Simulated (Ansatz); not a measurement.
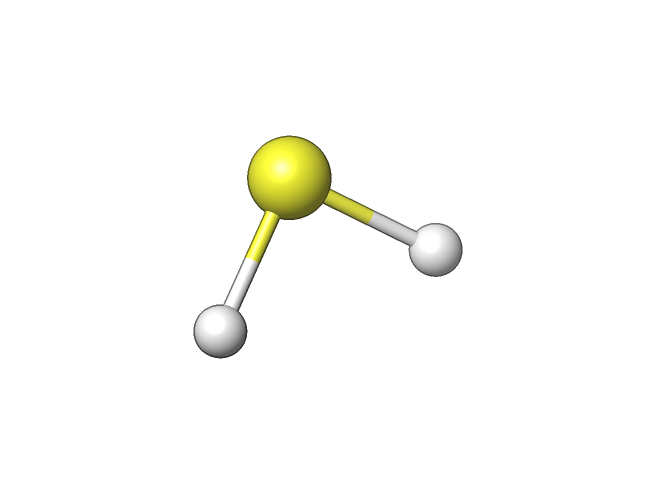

Ball-and-stick drawing of a structure. Every bond is drawn as one stick, whatever its order. Colours: hydrogen white, sulfur yellow.

Count the atoms of each element.

H2S, 3 atoms: 2 hydrogen and 1 sulfur.

Which point group does it belong to?

C2v.

How many bonds of each kind are drawn?

2 S–H. Sticks follow a distance rule.

More results for the same structure follow; atom numbers are the same in all pictures, views and colours differ. Computed geometry: PBE0-D4/def2-TZVP optimisation.

### Shape

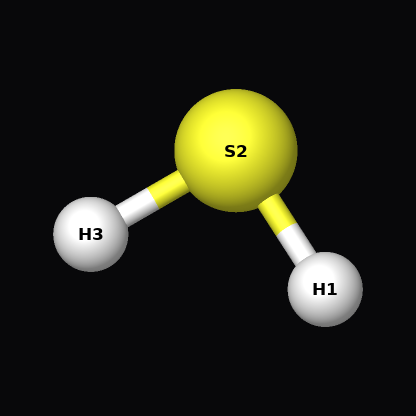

Atoms carry their numbers in the input.

Which atoms are bonded, and how long are the bonds?

```tsv
bond	length (Å)
H1–S2	1.341
S2–H3	1.341
```

### Vibrations

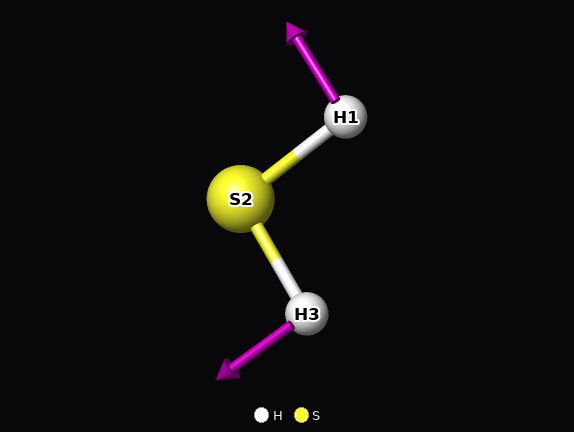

The arrows show one normal mode. Harmonic vibrations computed with RKS PBE0-D4/def2-TZVP (Ansatz 0.2.0) at a stationary point of the same level.

Describe the motion.

Mostly H–S–H bending.

Estimate its harmonic wavenumber.

1209 cm⁻¹; it is mode 1 of 3 counted from the lowest.

### Electronic properties

Method: RKS PBE0-D4/def2-TZVPP (Ansatz 0.2.0).

Computed properties:

- HOMO energy (Kohn–Sham orbital): −7.49 eV
- LUMO energy (Kohn–Sham orbital): 0.60 eV
- HOMO–LUMO gap: 8.09 eV

### Dipole moment

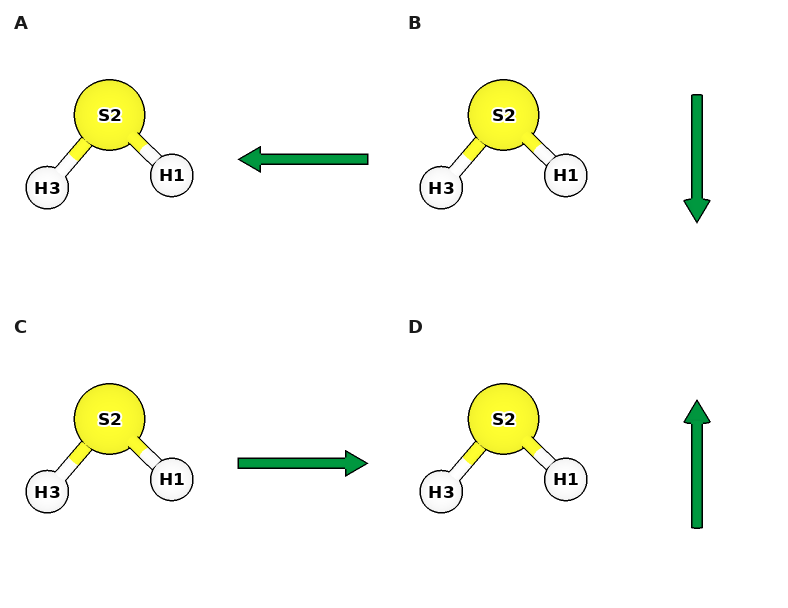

The same molecule four times, each with an arrow. Properties computed with RKS PBE0-D4/def2-TZVP (Ansatz 0.2.0).

Which arrow points along the dipole moment, from the negative to the positive end?

B. The dipole moment is 1.16 D; it points from the side of S2 to the side of H1, H3 (the outermost atoms at the two ends).
